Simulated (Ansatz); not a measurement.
A series of calculations on C₃H₅Li

### Relaxation

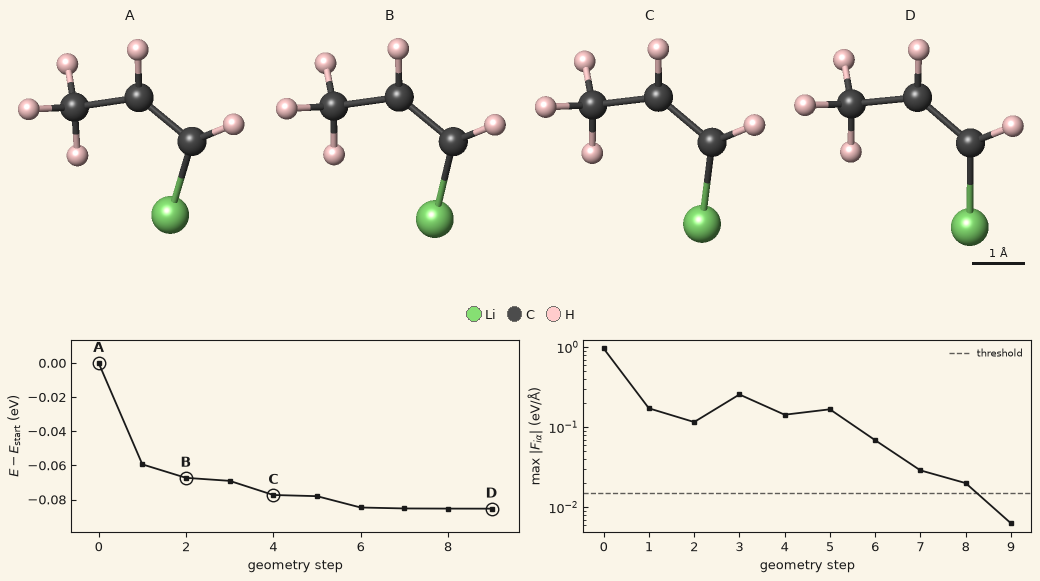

Frames of a relaxation of C₃H₅Li, marked on the history of the run. A ball-and-stick model, seen at a tilt.

The run prepares an end point of a later path (torsion) calculation, from a guessed geometry.

The calculation used Ansatz, RKS B3LYP-D4/def2-SVP. (no spin polarisation; force threshold 0.015 eV/Å; at most 40 steps)

### What happens along the run?

The energy falls by 0.085 eV in 9 geometry steps. The largest force component goes from 0.96 to 0.0063 eV/Å. The atom that moves furthest after the best rigid fit is the Li atom (0.45 Å). Largest moves by element: Li 0.45 Å, H 0.15 Å, C 0.09 Å. Near-neighbour distances that change, for instance: H–Li 2.142 → 2.736 Å, C–Li 2.804 → 3.310 Å, C–Li 1.887 → 1.949 Å, C–C 1.327 → 1.350 Å. Among the angles between lasting bonds that change: Li–C–C 107.4° → 122.7°, Li–C–H 140.1° → 125.8°. From step 0 to 2: the Li atom moves most (0.12 Å), energy −0.067 eV. From step 2 to 4: the Li atom moves most (0.17 Å), energy −0.010 eV. From step 4 to 9: the Li atom moves most (0.17 Å), energy −0.008 eV.

```json
{"step": "0", "E − E(0), eV": "0.0000", "largest force component, eV/Å": "0.9646"}
{"step": "1", "E − E(0), eV": "-0.0594", "largest force component, eV/Å": "0.1727"}
{"step": "2", "E − E(0), eV": "-0.0672", "largest force component, eV/Å": "0.1164"}
{"step": "3", "E − E(0), eV": "-0.0690", "largest force component, eV/Å": "0.2571"}
{"step": "4", "E − E(0), eV": "-0.0773", "largest force component, eV/Å": "0.1437"}
{"step": "5", "E − E(0), eV": "-0.0780", "largest force component, eV/Å": "0.1679"}
{"step": "6", "E − E(0), eV": "-0.0846", "largest force component, eV/Å": "0.0690"}
{"step": "7", "E − E(0), eV": "-0.0852", "largest force component, eV/Å": "0.0290"}
{"step": "8", "E − E(0), eV": "-0.0853", "largest force component, eV/Å": "0.0201"}
{"step": "9", "E − E(0), eV": "-0.0853", "largest force component, eV/Å": "0.0063"}
```

### Relaxation

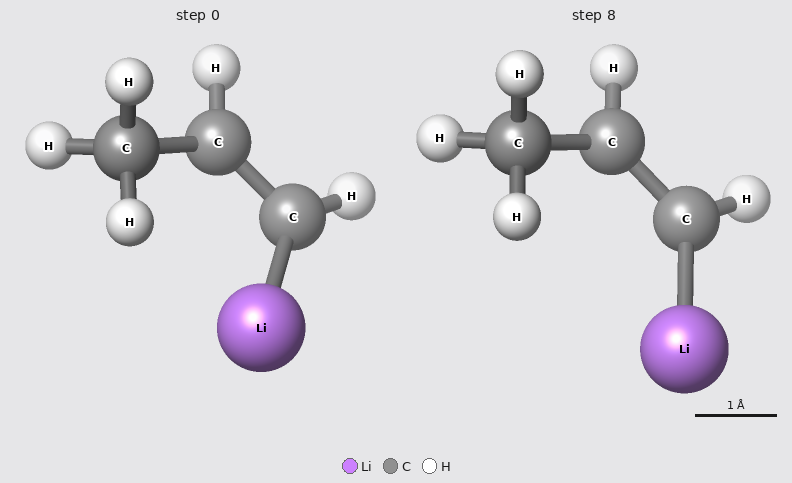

The structure of C3H5Li before (left) and after (right) a relaxation, at one scale.

The picture is a ball-and-stick view, seen at a tilt.

The run prepares an end point of a later path (torsion) calculation, from a guessed geometry.

Computed with RKS B3LYP-D4/def2-SVP in Ansatz. Settings: no spin polarisation; force threshold 0.015 eV/Å; at most 40 steps.

> Describe what moved and what it gained.

The largest move after the best rigid fit is that of the Li atom, 0.44 Å. Largest moves by element: Li 0.44 Å, H 0.13 Å, C 0.09 Å. Some distances before and after: H–Li 2.156 → 2.733 Å, C–Li 2.804 → 3.307 Å, C–Li 1.887 → 1.950 Å, C–C 1.327 → 1.350 Å. Among the angles between lasting bonds that change: Li–C–C 107.4° → 122.5°, Li–C–H 140.1° → 125.9°, H–C–H 108.6° → 106.1°. After 8 geometry steps the energy has fallen by 2.00 kcal/mol. Largest force component: 0.97 eV/Å at the start, 0.0095 eV/Å at the end. Cost: 29 s on 1 thread of Arm Neoverse V1 (shared host), peak memory 0.14 GiB.

### Path

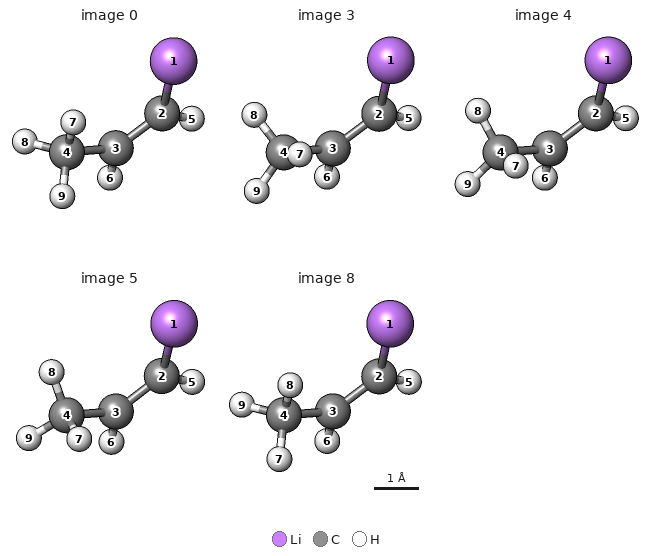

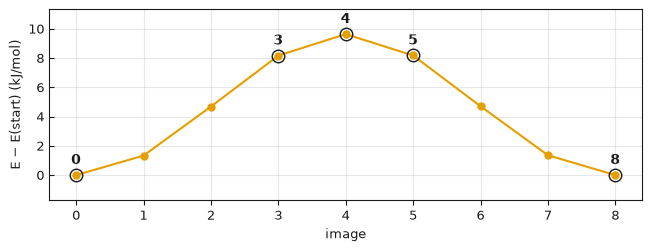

NEB run on C$_{3}$H$_{5}$Li. Images are numbered from 0 (start) to 8 (end). The picture is a ball-and-stick view, seen from a free direction.

These are results of RKS B3LYP-D4/def2-SVP in Ansatz 0.2.0, not measurements.

Input file:
```yaml
crystal:
  periodic: [false, false, false]
  atoms:
    - { symbol: Li, position_ang: [-0.919622, 0.635956, -2.283232] }
    - { symbol: C, position_ang: [0.495383, 0.907443, -0.970802] }
    - { symbol: C, position_ang: [0.526542, 0.257343, 0.212343] }
    - { symbol: C, position_ang: [-0.491536, -0.747554, 0.693506] }
    - { symbol: H, position_ang: [1.358742, 1.591945, -1.082118] }
    - { symbol: H, position_ang: [1.337816, 0.424588, 0.947051] }
    - { symbol: H, position_ang: [-1.2946, -0.904264, -0.05273] }
    - { symbol: H, position_ang: [-0.036712, -1.734902, 0.899593] }
    - { symbol: H, position_ang: [-0.976002, -0.430564, 1.63639] }
basis:
  gaussian: { orbitals: def2-SVP }
hamiltonian:
  xc: b3lyp
  dispersion: d4
neb:
  order_check: false
  images: 7
  f_tol: 0.05
  max_iterations: 58
  initial_path: idpp
  final_atoms:
    - { symbol: Li, position_ang: [-0.37355819, 0.02748476, -2.51265628] }
    - { symbol: C, position_ang: [0.57852716, 0.81678645, -1.00550784] }
    - { symbol: C, position_ang: [0.400797, 0.39681263, 0.26543187] }
    - { symbol: C, position_ang: [-0.52724626, -0.70743988, 0.7080591] }
    - { symbol: H, position_ang: [1.31508341, 1.64136237, -1.06260516] }
    - { symbol: H, position_ang: [0.9491884, 0.85464348, 1.11142147] }
    - { symbol: H, position_ang: [-1.28986152, -0.34858596, 1.42484454] }
    - { symbol: H, position_ang: [-1.06657225, -1.15557713, -0.14903888] }
    - { symbol: H, position_ang: [0.01365325, -1.52549573, 1.22005217] }
```

Run as
```bash
ansatz run input.yaml --threads 1 --pin off --max-ram 2048MiB --backend cpu --events-out ev --progress --plain --runs-dir out
```

> What happens along the path, and what is the barrier?

The motion is a rotation about the C3–C4 bond by about 120°. No bond forms or breaks between the ends. The two ends have the same energy, and the highest point, image 4, lies 9.6 kJ/mol above the start. The band converged in 5 iterations, with a climbing image at the top.

The run took 120 s on 1 thread of Arm Neoverse V1, on a shared host, peak memory 0.14 GiB.
